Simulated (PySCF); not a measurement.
Geometry relaxation, with input and output: C₃H₈Si

The run: geometry relaxation of C₃H₈Si, SMILES [SiH3]C1CC1. Method and program: PBE0-D3(BJ)/def2-SVP geometry optimisation, gas phase (PySCF 2.14.0).

It belongs to a series of runs on one base structure; here: constitutional isomer.

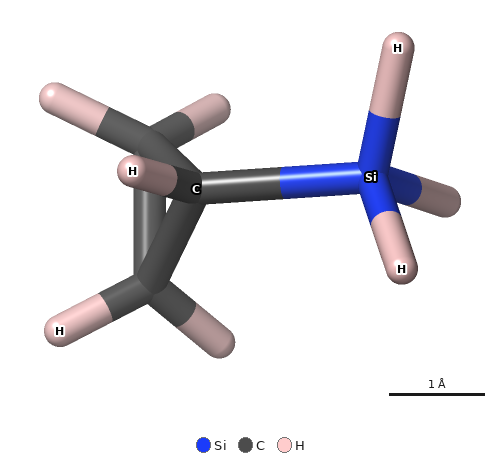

Fig. 1: The structure as given in the input (stick view, seen at a tilt).

The input
```
{"job": {"xc": "PBE0", "basis": "def2-SVP", "d3": "d3bj", "grid": 1, "shake": 0.01, "kind": "geom"}, "charge": 0, "multiplicity": 1}
Si     1.679690    -0.156800    -0.326120
C      0.004900    -0.147840     0.574740
C     -1.261820    -0.587010    -0.137430
C     -1.025260     0.855420     0.220190
H      2.541550     0.852560     0.277270
H      2.258280    -1.458780    -0.252190
H      1.439860     0.221960    -1.732710
H      0.072310    -0.400550     1.623320
H     -1.970840    -1.157080     0.442330
H     -1.173670    -0.869240    -1.158870
H     -1.666620     1.265660     1.029930
H     -0.858690     1.553440    -0.569470
```

The first line tells a small driver script what to run in PySCF; the rest is the geometry in Å.

Launched with:
```bash
OMP_NUM_THREADS=1 python <driver script> task.json out
```

Log
```
step   0  E = -408.14426969  max force = 0.032609
step   1  E = -408.14972219  max force = 0.005110
step   2  E = -408.14983708  max force = 0.000981
step   3  E = -408.14984809  max force = 0.000286
optimisation converged
```

Trajectory as extended XYZ (Å, eV, eV/Å), 4 frames, from step=0 to step=3
```
12
Properties=species:S:1:pos:R:3:forces:R:3 step=0 energy=-11106.17127
Si    1.6797   -0.1568   -0.3261   -1.6768   0.7665   0.3367
C     0.0049   -0.1478    0.5747    0.8199  -0.2639  -0.7305
C    -1.2618   -0.5870   -0.1374    0.7106   0.8031   0.9858
C    -1.0253    0.8554    0.2202   -1.3811  -0.2913   0.9888
H     2.5415    0.8526    0.2773    0.5677   0.4168   0.2880
H     2.2583   -1.4588   -0.2522    0.7025  -1.2348   0.0363
H     1.4399    0.2220   -1.7327   -0.0290   0.0422  -0.4006
H     0.0723   -0.4006    1.6233   -0.0105  -0.1773   0.5425
H    -1.9708   -1.1571    0.4423   -0.4114  -0.2182   0.2221
H    -1.1737   -0.8692   -1.1589    0.0152  -0.3337  -1.1232
H    -1.6666    1.2657    1.0299    0.4287  -0.1534  -0.3505
H    -0.8587    1.5534   -0.5695    0.2642   0.6440  -0.7953
12
Properties=species:S:1:pos:R:3:forces:R:3 step=1 energy=-11106.31964
Si    1.7474   -0.2124   -0.3926    0.0504  -0.1654   0.0845
C     0.1172   -0.2033    0.5228    0.0647  -0.0208   0.1156
C    -1.1598   -0.6441   -0.1509   -0.0032  -0.0934  -0.1460
C    -0.9600    0.7966    0.1789    0.1247   0.1370  -0.2628
H     2.7028    0.7801    0.1950   -0.0240   0.0006  -0.0268
H     2.4034   -1.5672   -0.3346   -0.0883   0.1452  -0.0100
H     1.5041    0.1354   -1.8275   -0.0137   0.0172  -0.0068
H     0.1903   -0.4515    1.5909    0.0044   0.0090  -0.0865
H    -1.8802   -1.2197    0.4395    0.0518   0.0165  -0.0274
H    -1.1046   -0.9462   -1.2066   -0.0561   0.0505   0.1536
H    -1.5248    1.2321    1.0026   -0.1009   0.0157   0.1042
H    -0.7814    1.4994   -0.6475   -0.0098  -0.1122   0.1084
12
Properties=species:S:1:pos:R:3:forces:R:3 step=2 energy=-11106.32277
Si    1.7450   -0.2150   -0.3881    0.0288  -0.0365   0.0092
C     0.1196   -0.2024    0.5265   -0.0069   0.0050   0.0355
C    -1.1544   -0.6437   -0.1531    0.0168  -0.0156  -0.0329
C    -0.9556    0.7980    0.1758   -0.0011   0.0504  -0.0029
H     2.7014    0.7793    0.1912    0.0002   0.0093  -0.0114
H     2.3929   -1.5643   -0.3326   -0.0155   0.0186  -0.0038
H     1.4933    0.1344   -1.8220   -0.0034   0.0094  -0.0019
H     0.1905   -0.4516    1.5921   -0.0059  -0.0048  -0.0062
H    -1.8727   -1.2219    0.4345    0.0000   0.0098   0.0103
H    -1.1016   -0.9424   -1.2052   -0.0157  -0.0016   0.0092
H    -1.5307    1.2325    0.9988   -0.0053  -0.0262  -0.0118
H    -0.7731    1.4964   -0.6479    0.0081  -0.0178   0.0068
12
Properties=species:S:1:pos:R:3:forces:R:3 step=3 energy=-11106.32307
Si    1.7454   -0.2163   -0.3858    0.0011   0.0068  -0.0023
C     0.1199   -0.2018    0.5296   -0.0096   0.0058   0.0147
C    -1.1518   -0.6437   -0.1542    0.0039   0.0037  -0.0019
C    -0.9544    0.7985    0.1748    0.0013   0.0126   0.0052
H     2.7037    0.7795    0.1880    0.0013   0.0035  -0.0040
H     2.3902   -1.5649   -0.3326    0.0020  -0.0102  -0.0001
H     1.4893    0.1348   -1.8189   -0.0008   0.0030   0.0014
H     0.1876   -0.4517    1.5949   -0.0027  -0.0064   0.0040
H    -1.8729   -1.2180    0.4335   -0.0003  -0.0022   0.0060
H    -1.0989   -0.9432   -1.2055   -0.0050  -0.0100  -0.0091
H    -1.5355    1.2306    0.9944    0.0008  -0.0115  -0.0049
H    -0.7682    1.4954   -0.6482    0.0081   0.0048  -0.0091
```

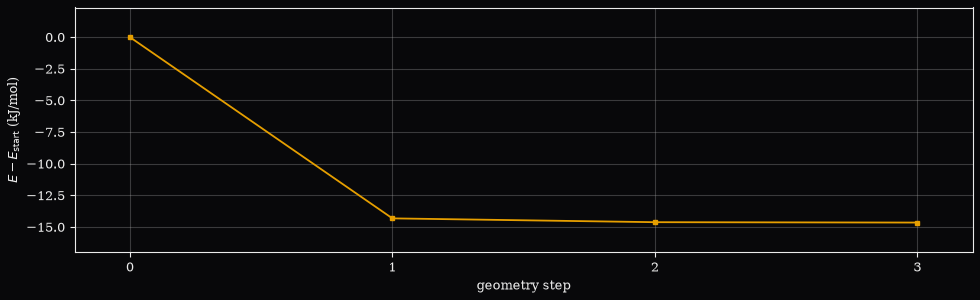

Fig. 2: Progress of the relaxation, step by step (steps are counted from 0).

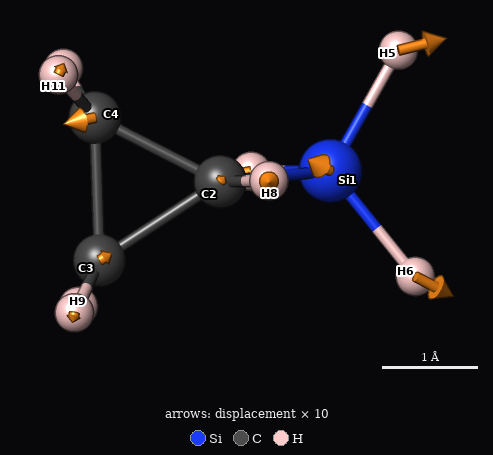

Fig. 3: The starting structure with the displacements as orange arrows, magnified 10 times (ball-and-stick view, seen at a tilt). The two geometries are laid on each other by the best rigid fit. Over 3 geometry steps the energy falls by 14.6 kJ/mol. The largest force component goes from 1.7 to 0.015 eV/Å. H5 moves most after the best rigid fit: 0.054 Å. By element the largest moves are H 0.054 Å, C 0.038 Å, Si 0.037 Å. Distances before and after: Si1–H6 1.427 → 1.496 Å, Si1–H5 1.458 → 1.496 Å, Si1–C2 1.902 → 1.866 Å, C3–H10 1.063 → 1.094 Å. Among the angles that change: H5–Si1–H6 111.8° → 108.1°, C2–Si1–H5 108.7° → 111.4°, C3–C4–H11 115.9° → 118.5°. (Atoms are counted from 1 in the order of the input.)

Key numbers

```csv
quantity,value
outcome,converged
total energy,−408.149848 hartree
dipole moment,0.93 D
point group,Cs
hardware,"1 CPU thread, shared host"
wall time,13 s
peak memory,0.41 GiB
```
